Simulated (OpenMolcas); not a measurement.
# Run report: SiH₂F, energy and gradient calculation (part 3 of 4)

The same run, continued: SiH₂F, multiplicity 2; B3LYP/6-31G*, UKS (OpenMolcas 26.06). The geometry comes from this level: GFN2-xTB.

Geometry of the input (Å):
```
F  1.2056  0.6475  -0.4255
Si -0.1221  -0.2649  -0.2469
H  -1.2199  0.6785  -0.2616
H  0.1365  -1.0611  0.9340
```

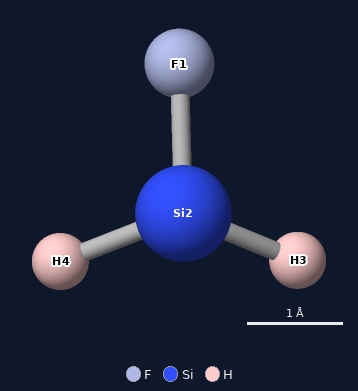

Figure 1. The structure as given in the input (ball-and-stick view, seen on its broad side; atoms are numbered from 1 in the order of the input).

What the program printed, continued
```
        1 F1     1s         0.0000    0.9968    0.0019   -0.0002    0.0121   -0.0000   -0.2089    0.0000    0.0504    0.0000
        2 F1     1s        -0.0002    0.0106   -0.0054    0.0032   -0.0386    0.0000    0.5066   -0.0000   -0.0921   -0.0000
        3 F1     1s         0.0008    0.0067   -0.0100   -0.0018   -0.0288    0.0000    0.4663   -0.0000   -0.2279   -0.0000
        4 F1     2px        0.0001   -0.0002    0.0016   -0.0390    0.0379   -0.0319   -0.0829    0.3399   -0.4906    0.0778
        5 F1     2px       -0.0004    0.0007    0.0035   -0.0264    0.0253   -0.0228   -0.0518    0.2437   -0.3046    0.0443
        6 F1     2py        0.0000   -0.0003   -0.0010   -0.0254    0.0164    0.0409   -0.0085   -0.4360   -0.3213   -0.0997
        7 F1     2py       -0.0003    0.0004    0.0007   -0.0167    0.0111    0.0293   -0.0013   -0.3126   -0.1963   -0.0568
        8 F1     2pz       -0.0000   -0.0002   -0.0032    0.0073   -0.0190   -0.0281    0.0816    0.2996    0.0890    0.0686
        9 F1     2pz        0.0001   -0.0002   -0.0028    0.0057   -0.0126   -0.0201    0.0569    0.2148    0.0599    0.0390
       10 F1     d200      -0.0001   -0.0050    0.0004    0.0005   -0.0020    0.0012    0.0154   -0.0104    0.0153   -0.0038
       11 F1     d110      -0.0001   -0.0004    0.0005    0.0000   -0.0014   -0.0007    0.0121    0.0060    0.0172    0.0025
       12 F1     d101       0.0000    0.0001    0.0001   -0.0001    0.0007    0.0009   -0.0051   -0.0080   -0.0041   -0.0026
       13 F1     d020      -0.0001   -0.0049    0.0003    0.0004   -0.0012   -0.0010    0.0090    0.0093    0.0083    0.0031
       14 F1     d011       0.0000    0.0000    0.0000   -0.0001    0.0004    0.0009   -0.0030   -0.0079   -0.0026   -0.0032
       15 F1     d002      -0.0000   -0.0048    0.0001    0.0005   -0.0009   -0.0002    0.0060    0.0010    0.0029    0.0007
       16 SI2    1s         0.9969   -0.0005   -0.2575   -0.0528   -0.0540    0.0000    0.0040    0.0000    0.0127    0.0000
       17 SI2    1s         0.0117    0.0019    0.9863    0.2070    0.2129   -0.0000   -0.0256   -0.0000   -0.0500   -0.0000
       18 SI2    1s        -0.0273   -0.0005    0.0667    0.0103   -0.0174   -0.0000    0.0841   -0.0000    0.1548    0.0000
       19 SI2    1s         0.0041   -0.0013   -0.0153   -0.0159   -0.0045    0.0000    0.0088    0.0000   -0.0782    0.0000
       20 SI2    2px        0.0000    0.0023    0.0151   -0.6275    0.5596    0.5391    0.0212    0.0525   -0.0180   -0.0560
       21 SI2    2px       -0.0002   -0.0000    0.0022    0.0041    0.0046    0.0026    0.0535   -0.0260    0.2301    0.2278
       22 SI2    2px       -0.0000   -0.0006    0.0002    0.0044   -0.0024   -0.0100   -0.0035    0.0501   -0.0171    0.0353
       23 SI2    2py        0.0007    0.0003    0.1646   -0.6901   -0.1035   -0.6913   -0.0290   -0.0673   -0.0077    0.0718
       24 SI2    2py       -0.0002   -0.0001    0.0053   -0.0094   -0.0143   -0.0033    0.0463    0.0333    0.1305   -0.2922
       25 SI2    2py       -0.0001   -0.0005   -0.0013    0.0047    0.0014    0.0129    0.0050   -0.0643   -0.0166   -0.0452
       26 SI2    2pz        0.0010   -0.0022    0.2222   -0.2921   -0.7854    0.4752   -0.0663    0.0463    0.0092   -0.0494
       27 SI2    2pz        0.0000   -0.0001    0.0052   -0.0184   -0.0261    0.0023    0.0066   -0.0229   -0.0712    0.2008
       28 SI2    2pz       -0.0001   -0.0001   -0.0021    0.0018    0.0048   -0.0089    0.0113    0.0442   -0.0048    0.0311
       29 SI2    d200       0.0054    0.0001   -0.0097   -0.0010   -0.0025   -0.0014    0.0048    0.0346    0.0099   -0.0203
       30 SI2    d110      -0.0001    0.0001    0.0006    0.0057   -0.0030    0.0003    0.0248   -0.0276    0.0587    0.0327
       31 SI2    d101       0.0000   -0.0000   -0.0003   -0.0011   -0.0009   -0.0018    0.0009    0.0156   -0.0091    0.0148
       32 SI2    d020       0.0055    0.0001   -0.0101   -0.0025   -0.0020    0.0019   -0.0010   -0.0215   -0.0067   -0.0086
       33 SI2    d011       0.0001    0.0000   -0.0003    0.0013    0.0002   -0.0006   -0.0000    0.0338    0.0061   -0.0361
       34 SI2    d002       0.0055    0.0001   -0.0103   -0.0036   -0.0002   -0.0005   -0.0112   -0.0131   -0.0221    0.0289
       35 H3     1s         0.0002    0.0000   -0.0025   -0.0113   -0.0029    0.0107    0.0049    0.0889   -0.0573   -0.2347
       36 H3     1s         0.0002    0.0003   -0.0020   -0.0089    0.0002    0.0061   -0.0060    0.1722   -0.0562   -0.2381
       37 H4     1s         0.0002    0.0000   -0.0025   -0.0113   -0.0029   -0.0107    0.0049   -0.0889   -0.0573    0.2347
       38 H4     1s         0.0002    0.0003   -0.0020   -0.0089    0.0002   -0.0061   -0.0060   -0.1722   -0.0562    0.2381

          Orbital           11        12        13        14        15        16        17        18        19        20
          Energy           -0.4608   -0.4990   -0.1569    0.4998    0.9802    0.7386    0.5425    0.5302    1.3048    1.8630
          Occ. No.          2.0000    1.9996    1.0000    0.0004    0.0000    0.0000    0.0000    0.0000    0.0000    0.0000

        1 F1     1s        -0.0399    0.0176   -0.0085    0.0087    0.0397   -0.0000   -0.0387   -0.0000   -0.0424    0.0517
        2 F1     1s         0.0895   -0.0390    0.0177    0.1767   -0.1957    0.0000   -0.0099    0.0000    1.1631    0.5408
        3 F1     1s         0.1167   -0.0804    0.0466   -0.3182   -0.0550    0.0000    0.4565   -0.0000   -1.5429   -1.4979
        4 F1     2px        0.1116    0.0081   -0.0247   -0.0220    0.0794   -0.0717    0.0492    0.1406   -0.1578   -0.0005
        5 F1     2px        0.0764    0.0138   -0.0139   -0.0133    0.0704    0.0320   -0.3498   -0.3528    0.2976    0.1612
        6 F1     2py       -0.2379   -0.1736   -0.1237   -0.1335    0.4790    0.0919    0.1302   -0.1803   -0.0662    0.1115
        7 F1     2py       -0.1690   -0.1205   -0.1073    0.0129   -0.4530   -0.0410   -0.4686    0.4525    0.2182   -0.0250
        8 F1     2pz       -0.4727   -0.2619   -0.1519   -0.1693    0.6068   -0.0632    0.1337    0.1240    0.0827    0.1628
        9 F1     2pz       -0.3326   -0.1909   -0.1404    0.0339   -0.7390    0.0283   -0.2850   -0.3110   -0.0201   -0.2193
       10 F1     d200      -0.0050    0.0030   -0.0004    0.0597    0.0046   -0.0191   -0.0382    0.0277   -0.0936    0.1003
       11 F1     d110       0.0046    0.0098    0.0010   -0.0052    0.0810    0.0145    0.0848   -0.0267   -0.0202    0.0417
       12 F1     d101       0.0169    0.0077    0.0006   -0.0228    0.1433   -0.0097    0.0694    0.0060    0.1294    0.0064
       13 F1     d020       0.0047    0.0055   -0.0005    0.0433    0.0643    0.0128    0.0190   -0.0114    0.1374    0.1450
       14 F1     d011       0.0100    0.0043   -0.0004   -0.0223    0.0490   -0.0180    0.1396    0.0316    0.4914    0.1526
       15 F1     d002      -0.0028   -0.0011   -0.0014    0.0497   -0.0298    0.0063    0.0002   -0.0163    0.2605    0.1837
       16 SI2    1s        -0.0174    0.0463   -0.0267   -0.0011    0.0002   -0.0000   -0.0161   -0.0000   -0.0016    0.1254
       17 SI2    1s         0.0853   -0.2186    0.1228    0.0206    0.0049    0.0000    0.0610    0.0000    0.0665   -0.4483
       18 SI2    1s        -0.2144    0.5048   -0.3014   -0.2555   -0.2076    0.0000   -0.2267    0.0000   -0.0281    5.9544
       19 SI2    1s        -0.0809    0.1081   -0.3920   -0.0035   -0.1813   -0.0000   -0.1432   -0.0000   -0.4416    0.2169
       20 SI2    2px       -0.0410    0.0309   -0.0063    0.0053   -0.0607    0.0205    0.1311   -0.1110   -0.0034   -0.0298
       21 SI2    2px        0.0870   -0.0957    0.0218   -0.0186    0.0955   -0.1105   -0.5829    0.4297    0.3231    0.1899
       22 SI2    2px        0.0246   -0.0085    0.0248    0.0157    0.3074    0.1485   -0.2074    0.4505   -0.0486    0.0072
       23 SI2    2py        0.0320   -0.0041   -0.1182    0.0780   -0.0701   -0.0263    0.0758    0.1424   -0.0236    0.0417
       24 SI2    2py       -0.0433   -0.0468    0.3276   -0.3759    0.2192    0.1417   -0.3367   -0.5511    0.3349   -0.1385
       25 SI2    2py       -0.0293   -0.0274    0.1826    0.4655    0.0867   -0.1905   -0.1264   -0.5777   -0.2450    0.4990
       26 SI2    2pz        0.0929   -0.0410   -0.1649    0.1075   -0.0332    0.0181   -0.0384   -0.0978   -0.0305    0.0944
       27 SI2    2pz       -0.1616    0.0405    0.4519   -0.5258    0.2106   -0.0974    0.1714    0.3787    0.1207   -0.4169
       28 SI2    2pz       -0.0705   -0.0302    0.2375    0.6595   -0.2225    0.1310    0.0515    0.3971   -0.3013    0.7178
       29 SI2    d200       0.0123   -0.0039    0.0147   -0.1109   -0.0077   -0.0249   -0.0355    0.0048    0.1043   -1.2151
       30 SI2    d110       0.0142   -0.0449   -0.0246    0.0906    0.1894    0.3109    0.3713    0.0106   -0.0228    0.1614
       31 SI2    d101      -0.0402   -0.0127   -0.0229    0.0621    0.0397    0.4123    0.4472    0.0232   -0.1721   -0.0693
       32 SI2    d020      -0.0116   -0.0101   -0.0080    0.1197    0.0869   -0.3579    0.1407   -0.0215    0.0615   -1.3688
       33 SI2    d011      -0.0077   -0.0347   -0.0545    0.6578    0.3630   -0.3109    0.2107   -0.0095    0.0793   -0.2403
       34 SI2    d002       0.0027    0.0013   -0.0063    0.3017    0.1300    0.3827   -0.1769    0.0167    0.1984   -1.4847
       35 H3     1s        -0.0959    0.1620    0.1030    0.1074    0.1728    0.4457    0.1750    0.5347    0.0334    0.1620
       36 H3     1s        -0.0475    0.1422    0.2176   -0.1193    0.0734   -0.2289   -0.0785    0.4789    0.1998   -0.5983
       37 H4     1s        -0.0959    0.1620    0.1030    0.1074    0.1728   -0.4456    0.1750   -0.5347    0.0334    0.1620
       38 H4     1s        -0.0475    0.1422    0.2176   -0.1193    0.0734    0.2289   -0.0785   -0.4788    0.1998   -0.5983

          Orbital           21        22        23        24        25        26        27        28        29        30
          Energy            1.0465    0.9723    0.8403    3.7489    0.3136    0.9277    0.5490    1.0385    0.6068    0.7442
          Occ. No.          0.0000    0.0000    0.0000    0.0000    0.0000    0.0000    0.0000    0.0000    0.0000    0.0000

        1 F1     1s         0.0467    0.0000    0.0141   -0.6159   -0.1063   -0.0301    0.0000   -0.0324    0.0000   -0.0194
        2 F1     1s         0.6309   -0.0000   -0.4118   -1.5474   -0.4891    0.0962   -0.0000   -0.3665    0.0001   -0.0012
        3 F1     1s        -1.6893    0.0000    0.7952    7.1371    1.6717    0.0063   -0.0000    0.8809   -0.0002    0.2225
        4 F1     2px       -0.1732    0.3212    0.0630    0.2152    0.0004   -0.4483   -0.1530    0.1943    0.3405   -0.2925
        5 F1     2px        0.9233   -0.4262   -0.2523   -0.7295    0.1152    0.9085    0.0320   -0.5788   -0.3295   -0.2484
        6 F1     2py       -0.2162   -0.4119   -0.0496    0.1498    0.0251   -0.1864    0.1963    0.0107   -0.4367   -0.1634
        7 F1     2py        0.6315    0.5465    0.0017   -0.4831   -0.0134    0.4974   -0.0414   -0.3097    0.4228   -0.1657
        8 F1     2pz       -0.1181    0.2831   -0.1435   -0.0261    0.0361    0.2373   -0.1349   -0.2046    0.3002    0.0941
        9 F1     2pz       -0.1287   -0.3756    0.2887    0.1247   -0.1503   -0.3068    0.0284    0.2059   -0.2906    0.0407
       10 F1     d200      -0.0671    0.0873    0.1384   -1.2669   -0.2100   -0.0589    0.0088   -0.0432    0.0643    0.0503
       11 F1     d110      -0.0868   -0.0978    0.0873    0.1229    0.0293   -0.1120   -0.0171    0.1449   -0.0567   -0.0761
       12 F1     d101       0.2371   -0.0015   -0.1736   -0.1192   -0.0096    0.1867   -0.0107   -0.1383    0.0213    0.1381
       13 F1     d020       0.1356   -0.0181   -0.0069   -1.4132   -0.2574   -0.0092    0.0075   -0.1130   -0.0331    0.0571
       14 F1     d011       0.2223    0.1131   -0.1364   -0.1829   -0.1042   -0.1769    0.0186    0.0801    0.0681   -0.2131
       15 F1     d002       0.1203   -0.0692    0.0051   -1.4638   -0.3034   -0.1394   -0.0162   -0.0603   -0.0312   -0.0734
       16 SI2    1s         0.0398    0.0000    0.0852   -0.0014    0.0719    0.0122    0.0000    0.0457   -0.0000    0.0270
       17 SI2    1s        -0.0924   -0.0000   -0.1715   -0.0372   -0.1872   -0.0202   -0.0000   -0.2712    0.0001   -0.1095
       18 SI2    1s         0.9857    0.0000    4.0239   -0.0308    2.1406    1.0433   -0.0001    2.8783   -0.0006    1.6897
       19 SI2    1s        -0.2382    0.0001   -2.6343   -0.9286   -0.6175   -0.5484    0.0001    0.5530   -0.0001   -0.8340
       20 SI2    2px       -0.0582   -0.0328   -0.0166    0.0012    0.0453   -0.1282    0.0788   -0.0004    0.1100    0.2300
       21 SI2    2px        0.6082    0.2389   -0.0639   -0.5055   -0.1594    0.9745   -0.3204   -0.2674   -0.4906   -1.0596
       22 SI2    2px        0.4113    0.1926    0.1087   -0.1230   -0.5341   -0.6226    1.0191   -0.1003    0.2392    0.8885
       23 SI2    2py       -0.0916    0.0421    0.0164    0.0218   -0.0544   -0.0597   -0.1010   -0.0763   -0.1411    0.1240
       24 SI2    2py        0.6325   -0.3064   -0.1536   -0.4390    0.2280    0.5346    0.4106    0.1499    0.6294   -0.5915
       25 SI2    2py        0.1151   -0.2471   -0.2804   -0.1577   -0.3197   -0.4657   -1.3067   -0.3387   -0.3067    0.3122
       26 SI2    2pz       -0.0672   -0.0289    0.0427    0.0303   -0.1305    0.0587    0.0694   -0.1106    0.0970   -0.0806
       27 SI2    2pz        0.2303    0.2106   -0.1510   -0.0653    0.5126   -0.3279   -0.2822    0.5212   -0.4327    0.3414
       28 SI2    2pz       -0.2990    0.1698   -0.5313   -0.0900    0.1407    0.0294    0.8982   -0.3789    0.2109   -0.5537
       29 SI2    d200       0.1048    0.1031   -0.8756   -0.1870   -0.2618   -0.1635    0.0819   -1.1263   -0.0056   -0.5166
       30 SI2    d110       0.4968    0.0637   -0.1966   -0.2291   -0.0591    0.3587   -0.0595   -0.2610   -0.0409   -0.0946
       31 SI2    d101       0.4819    0.2590    0.0878    0.0639   -0.1694   -0.0626    0.0457    0.1281   -0.0690   -0.1843
       32 SI2    d020       0.1885   -0.2513   -0.7495   -0.0831   -0.3062   -0.2333   -0.0585   -0.8982    0.0623   -0.5323
       33 SI2    d011      -0.0111   -0.0429    0.1106    0.0530    0.0448    0.1398    0.0743    0.3083    0.0392    0.1215
       34 SI2    d002      -0.2828    0.1482   -0.6802   -0.0097   -0.1699   -0.2839   -0.0234   -0.7508   -0.0562   -0.3442
       35 H3     1s        -0.2660   -0.4914    0.1419    0.0654   -0.2292   -0.1949   -0.5782   -0.0496    0.0799   -0.2918
       36 H3     1s         0.2412    0.9780    0.7833    0.2915   -0.4500    0.6884    1.3649   -0.1419   -0.4978    0.6720
       37 H4     1s        -0.2660    0.4914    0.1420    0.0654   -0.2293   -0.1947    0.5782   -0.0497   -0.0798   -0.2919
       38 H4     1s         0.2412   -0.9781    0.7832    0.2915   -0.4499    0.6879   -1.3652   -0.1416    0.4978    0.6721

          Orbital           31        32        33        34        35        36        37        38
          Energy            1.2194    0.6710    1.4531    1.1088    1.6593    1.8280    2.2243    1.9435
          Occ. No.          0.0000    0.0000    0.0000    0.0000    0.0000    0.0000    0.0000    0.0000

        1 F1     1s        -0.0738    0.0000   -0.1302   -0.1052   -0.1130    0.0001   -0.0111   -0.0001
        2 F1     1s        -0.6453    0.0001   -1.3318   -0.8786   -1.0862   -0.0004    0.1137    0.0011
        3 F1     1s         1.9312   -0.0003    3.1916    2.4132    2.6455   -0.0021    0.0996    0.0003
        4 F1     2px        0.3589   -0.0021   -0.0289   -0.4595    0.0581    0.0806    0.0842    0.0574
        5 F1     2px       -0.8954    0.1206   -0.1215   -0.0607   -0.2660   -0.0953   -0.6896   -0.0361
        6 F1     2py        0.3031    0.0026   -0.0452   -0.1515   -0.0910   -0.1045    0.0455   -0.0722
        7 F1     2py       -0.7018   -0.1545   -0.0080   -0.2822   -0.0249    0.1333   -0.4687    0.0353
        8 F1     2pz        0.0338   -0.0018   -0.0330    0.3010   -0.1981    0.0719   -0.0286    0.0496
        9 F1     2pz       -0.0054    0.1063    0.1263   -0.3418    0.2654   -0.0898    0.0982   -0.0260
       10 F1     d200      -0.1671    0.0181   -0.4724   -0.2333   -0.4453   -0.1839    0.3912   -0.4243
       11 F1     d110       0.0913   -0.0175    0.3540    0.1776    0.1346    0.4034    1.0119    0.1975
       12 F1     d101       0.2317    0.0038   -0.2958   -0.1249    0.6722    0.3070   -0.0230   -0.4145
       13 F1     d020      -0.0602   -0.0073   -0.5278   -0.2897   -0.1259   -0.2310    0.1041    0.4615
       14 F1     d011       0.0808    0.0207    0.4769    0.1254    0.1656   -0.4398   -0.0385   -0.2689
       15 F1     d002      -0.1961   -0.0107   -0.3151   -0.2398   -0.4957    0.4137   -0.2784   -0.0352
       16 SI2    1s         0.0035    0.0000   -0.0063   -0.0043    0.0036    0.0000   -0.0062   -0.0001
       17 SI2    1s        -0.0533    0.0000    0.0201    0.0086   -0.0064    0.0004   -0.0511   -0.0004
       18 SI2    1s        -0.1731    0.0000   -0.3682    0.2328    0.4455    0.0004   -0.0727   -0.0006
       19 SI2    1s        -1.2221    0.0001   -1.1710    0.3535   -0.1010   -0.0032    0.3914    0.0031
       20 SI2    2px        0.0369   -0.0061    0.0251    0.0827   -0.0023    0.0071    0.0894    0.0281
       21 SI2    2px       -0.5141    0.0660   -0.2771   -0.5288   -0.1870   -0.0118   -0.8685   -0.1321
       22 SI2    2px       -0.0590    0.2927    0.0969   -0.2968   -0.2410    0.1397    0.2969    0.0895
       23 SI2    2py        0.0416    0.0078    0.0306    0.0607   -0.0050   -0.0105    0.0518   -0.0347
       24 SI2    2py       -0.4617   -0.0845   -0.2776   -0.3596   -0.0892    0.0288   -0.5509    0.1560
       25 SI2    2py       -0.0124   -0.3754   -0.0777    0.0119   -0.1642   -0.1837    0.2254   -0.1098
       26 SI2    2pz        0.0186   -0.0053    0.0161   -0.0054   -0.0045    0.0071   -0.0267    0.0239
       27 SI2    2pz       -0.0886    0.0581   -0.0896    0.0767    0.0823   -0.0182    0.1871   -0.1088
       28 SI2    2pz        0.0490    0.2580   -0.2230    0.3542    0.0348    0.1250   -0.0072    0.0766
       29 SI2    d200      -0.2197   -0.4745    0.1022   -0.3745   -0.2034   -0.0095   -0.3705   -0.1376
       30 SI2    d110      -0.6242    0.4002    0.1438   -0.7817   -0.0228    0.0087   -0.5513    0.0797
       31 SI2    d101       0.3021   -0.1832   -0.2117    0.4246    0.0123   -0.0159    0.1533   -0.0937
       32 SI2    d020       0.0568    0.2673   -0.0012   -0.0262   -0.1463    0.0170   -0.1576    0.1124
       33 SI2    d011      -0.0397   -0.4852    0.0757   -0.1031    0.1338   -0.0066    0.0271   -0.1084
       34 SI2    d002       0.1135    0.2072    0.0919   -0.0018   -0.0931   -0.0028   -0.0188    0.0208
       35 H3     1s        -0.6949   -0.0048   -0.2653    0.0879    0.3426   -0.1269   -0.0905   -0.0664
       36 H3     1s         0.9468    0.6632    0.8512   -0.5740   -0.3437    0.2778   -0.0871    0.1067
       37 H4     1s        -0.6949    0.0050   -0.2653    0.0880    0.3427    0.1281   -0.0895    0.0649
       38 H4     1s         0.9467   -0.6634    0.8512   -0.5742   -0.3439   -0.2758   -0.0898   -0.1079
--

++    Molecular properties:
      ---------------------

      Charge (e):
                      =   -0.0000
      Dipole Moment (debye):
      Origin of the operator (angstrom)=    0.3755    0.0920   -0.2922
                   X= -1.2826E+00               Y= -7.7718E-01               Z=  3.2433E-01           Total=  1.5344E+00
      Quadrupole Moment (debye*angstrom):
      Origin of the operator (angstrom)=    0.3755    0.0920   -0.2922
                  XX= -1.8980E+01              XY= -3.0124E-01              XZ= -1.4073E-01              YY= -1.9052E+01
                  YZ= -1.4527E-01              ZZ= -1.8769E+01
      In traceless form (debye*angstrom)
                  XX= -6.9143E-02              XY= -4.5185E-01              XZ= -2.1109E-01              YY= -1.7769E-01
                  YZ= -2.1791E-01              ZZ=  2.4683E-01
--

--- Stop Module: scf /rc=_RC_ALL_IS_WELL_ ---
--- Module scf spent 7 seconds ---

--- Start Module: alaska ---

                                              &ALASKA

                       available to each process: 1.9 GB of memory, 1 thread

                     Threshold for contributions to the gradient: 1.000E-07

                    ********************************************
                    * Symmetry Adapted Cartesian Displacements *
                    ********************************************

           Irreducible representation : a
           Basis function(s) of irrep: x, y, xy, Rz, z, xz, Ry, yz, Rx, I
```
